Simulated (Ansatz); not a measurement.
# CH₄O₃Si: reading failed and doubtful runs

Aim: try 3 inputs for CH₄O₃Si as typed, read how each ends, and find what has to change.

Program: Ansatz 0.2.0, Gaussian basis. Level of theory: the settings change from run to run. These are calculated values, not measurements.

**1. The relaxed structure**

The structure was relaxed beforehand with PBE0-D4 in a triple-zeta def2 set.

SMILES `O=C(O)O[SiH3]`, 9 atoms, charge 0, spin multiplicity 1.

Atoms are counted from 1 here; the program's logs count them from 0.

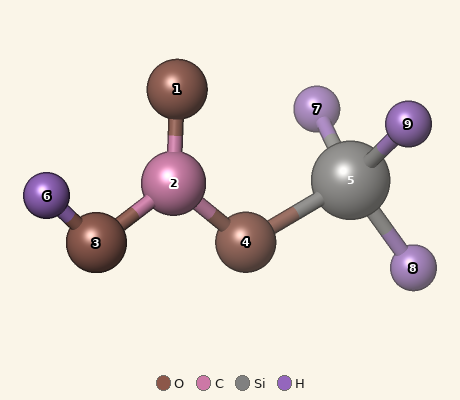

The geometry (oxygen brown, carbon pink, silicon grey, hydrogen purple); atoms are numbered from 1 in the order of the file.

**2. Input 1**

Contents of in.yaml:

```yaml
crystal:
  periodic: [false, false, false]
  atoms:
    - {symbol: O, position_ang: [0.945203, -1.131083, 0.643707]}
    - {symbol: C, position_ang: [1.059045, 0.001614, 0.250573]}
    - {symbol: O, position_ang: [2.189858, 0.703331, 0.264894]}
    - {symbol: O, position_ang: [0.076974, 0.726537, -0.257611]}
    - {symbol: Si, position_ang: [-1.448055, -0.001526, -0.357682]}
    - {symbol: H, position_ang: [2.864378, 0.126176, 0.643544]}
    - {symbol: H, position_ang: [-1.388499, -1.184284, -1.242932]}
    - {symbol: H, position_ang: [-2.278434, 1.065948, -0.956040]}
    - {symbol: H, position_ang: [-1.932071, -0.353110, 0.994445]}
basis:
  gaussian: {orbitals: def2-TZVPP}
magnetization: {spin_polarized: true, initial_magnetization: 1}
hamiltonian: {xc: {name: wB97X-V}}
scf: {lower_state_search: light}
output: {forces: true}
```

Command:

```console
ansatz run in.yaml --threads 2 --pin off --events-out ev --progress --plain --max-ram 4352MiB
```

Output:

```text
Error: a molecule whose nuclei and cores have a total charge of 48 cannot have a net charge of 0 together with 1 unpaired electrons
```

It took 0.05 s on 2 threads of Arm Neoverse V1, shared host.

Diagnosis: Refused before any calculation. The number of unpaired electrons doesn't fit the electron count. Fix: make charge and initial_magnetization agree: an even electron count takes an even number of unpaired electrons.

**3. Input 2**

Contents of in.yaml:

```yaml
crystal:
  periodic: [false, false, false]
  atoms:
    - {symbol: O, position_ang: [0.945203, -1.131083, 0.643707]}
    - {symbol: C, position_ang: [1.059045, 0.001614, 0.250573]}
    - {symbol: O, position_ang: [2.189858, 0.703331, 0.264894]}
    - {symbol: O, position_ang: [0.076974, 0.726537, -0.257611]}
    - {symbol: Si, position_ang: [-1.448055, -0.001526, -0.357682]}
    - {symbol: H, position_ang: [2.864378, 0.126176, 0.643544]}
    - {symbol: H, position_ang: [-1.388499, -1.184284, -1.242932]}
    - {symbol: H, position_ang: [-2.278434, 1.065948, -0.956040]}
    - {symbol: H, position_ang: [-1.932071, -0.353110, 0.994445]}
basis:
  gaussian: {orbitals: pcseg-2}
magnetization: {spin_polarized: true, initial_magnetization: 6}
hamiltonian: {xc: {name: PBE0}, dispersion: d4}
```

Same command.

Output:

```text
Functional definition: PBE0
  name "PBE0"
  cite "Adamo & Barone, J. Chem. Phys. 110, 6158 (1999) doi:10.1063/1.478522"
  cite "Perdew, Burke & Ernzerhof, Phys. Rev. Lett. 77, 3865 (1996) doi:10.1103/PhysRevLett.77.3865"
  parent pbe
  parameter a = 0.25
  parameter kappa = 0.804
  parameter beta = 0.06672455060314922
  exchange = (1 - a)*pbe_x(kappa = kappa, mu = beta*pi^2/3) + a*exact_x
  correlation = pbe_c(beta = beta)
1125 factors; their error is unknown
mean field evaluation 1: about -15083.5450 eV, gradient 4.2e1 eV
mean field evaluation 2: about -14982.2003 eV, gradient 1.3e2 eV
mean field evaluation 4: about -15079.9805 eV, gradient 4.3e1 eV
mean field evaluation 8: about -15092.7190 eV, gradient 2.3e0 eV
mean field evaluation 16: about -15092.8550 eV, gradient 2.7e-1 eV
mean field evaluation 32: about -15092.8557 eV, gradient 6.0e-5 eV
mean field -15092.85571264 eV, -554.6522171346 hartree, gradient 1.9e-5 eV, S^2 12.014838; 6 other end points of the search recorded, 0 dependent functions left out
reference -15092.85575313 eV, -554.6522186226 hartree; 27, 21 occupied and 183, 189 virtual orbitals, 1125 factors
Total energy: -15092.99624096 eV, -554.6573814550 hartree
```

Run time: 27 s. Hardware: 2 threads of Arm Neoverse V1, shared host; peak memory 0.81 GiB.

**Diagnosis.** The run converged, but a converged run isn't a right one. The spin is set far too high for this molecule. It asks for 6 unpaired electrons; the ground state has 0. Its energy belongs to an excited spin state, not the ground state. To mend it, set initial_magnetization back to that of the ground state.

**4. Input 3**

Contents of in.yaml:

```yaml
crystal:
  periodic: [false, false, false]
  atoms:
    - {symbol: O, position_ang: [0.945203, -1.131083, 0.643707]}
    - {symbol: C, position_ang: [1.059045, 0.001614, 0.250573]}
    - {symbol: O, position_ang: [2.189858, 0.703331, 0.264894]}
    - {symbol: O, position_ang: [0.076974, 0.726537, -0.257611]}
    - {symbol: Si, position_ang: [-1.448055, -0.001526, -0.357682]}
    - {symbol: H, position_ang: [2.864378, 0.126176, 0.643544]}
    - {symbol: H, position_ang: [-1.388499, -1.184284, -1.242932]}
    - {symbol: D, position_ang: [-2.278434, 1.065948, -0.956040]}
    - {symbol: H, position_ang: [-1.932071, -0.353110, 0.994445]}
basis:
  gaussian: {orbitals: def2-mTZVPP, point_charges: [{charge: 2.00, position_ang: [6.841, 0.470, 0.967]}]}
magnetization: {spin_polarized: true, initial_magnetization: 2}
hamiltonian: {xc: {name: r2SCANh}}
scf: {lower_state_search: off}
```

The command is unchanged.

Output:

```text
Error: YAML parse error: error: line 11 column 16: `D` is not an element symbol (H … Og, case-exact)
  --> <input>:11:16
   |
 9 |     - {symbol: H, position_ang: [2.864378, 0.126176, 0.643544]}
10 |     - {symbol: H, position_ang: [-1.388499, -1.184284, -1.242932]}
11 |     - {symbol: D, position_ang: [-2.278434, 1.065948, -0.956040]}
   |                ^ `D` is not an element symbol (H … Og, case-exact)
12 |     - {symbol: H, position_ang: [-1.932071, -0.353110, 0.994445]}
13 | basis:
   |
```

Wall time 0.05 s (2 threads of Arm Neoverse V1, shared host).

What is wrong: Refused before any calculation. An element symbol is wrong. It also asks for charge 0 and multiplicity 3, another species or state than the molecule above. To mend it, correct the symbol, and remove the point charge, and set charge and spin to those of the species named.

**5. How the tries ended**

```
input                level      ended                                                            cause    time
    1   wB97X-V/def2-TZVPP    refused  the number of unpaired electrons doesn't fit the electron count  0.05 s
    2         PBE0/pcseg-2  converged                   the spin is set far too high for this molecule    27 s
    3  r2SCANh/def2-mTZVPP    refused                                       an element symbol is wrong  0.05 s
```

**Reading.** 2 refused, 1 converged. A refusal costs next to no computing time. The dangerous case is the input that converges on a wrong geometry, charge, spin, basis or grid: often only a look at the input shows it.
